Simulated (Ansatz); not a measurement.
```yaml
atoms:
  - { symbol: F, position_ang: [-0.4753, -0.7339, -2.3771] }
  - { symbol: H, position_ang: [-0.5927, 0.0842, -1.9538] }
  - { symbol: Si, position_ang: [0.2439, 0.0009, 0.8395] }
  - { symbol: Cl, position_ang: [-0.5458, 1.5173, -0.3391] }
  - { symbol: H, position_ang: [1.5125, -0.4354, 0.2206] }
  - { symbol: H, position_ang: [-0.7472, -1.0939, 0.8873] }
  - { symbol: H, position_ang: [0.4712, 0.5796, 2.1818] }
```

Geometry: rigid move from PBE0-D4/def2-TZVP.

Computed with RKS PBE0-D4/def2-TZVPPD (Ansatz).

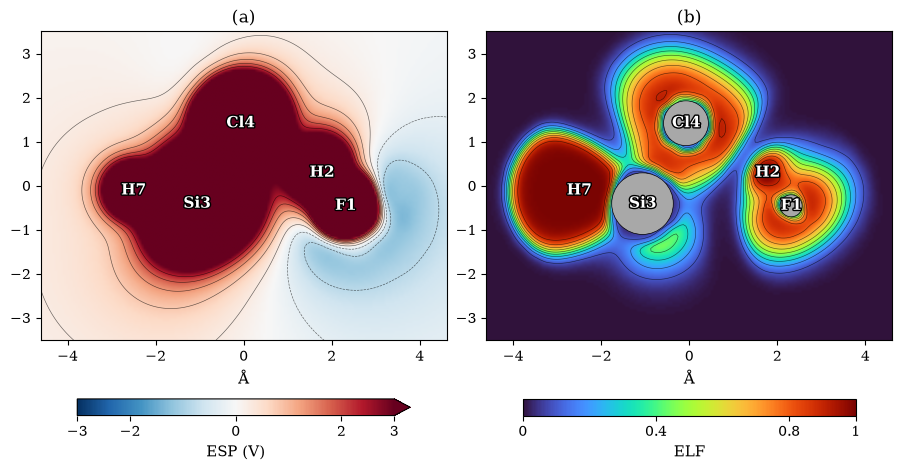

HF···ClH3Si (SMILES F.[SiH3]Cl). (a) molecular electrostatic potential; (b) ELF on the plane of atoms Cl4, Si3 and H7. Grey discs cover the atomic cores in the ELF map.

Question: What does the map show?

Answer: The section cuts through F, H, Si and Cl sites. Cl4···H2 (2.16 Å): the ELF dips to about 0.15 between them: a closed-shell contact with the geometry of a hydrogen bond. Si–Cl (2.08 Å): the ELF peaks at about 0.85 between the atoms: a polar covalent bond. F–H (0.93 Å): the ELF climbs to about 1 towards the hydrogen, as it does in any bond to H; an ordinary covalent bond to hydrogen. Si–H (1.48 Å): the ELF climbs to about 1 towards the hydrogen. The ELF also peaks beside F1 and Cl4, away from the bonds: lone-pair regions. Outside the dense part of the complex the potential is most negative (−1.3 V) near F1.
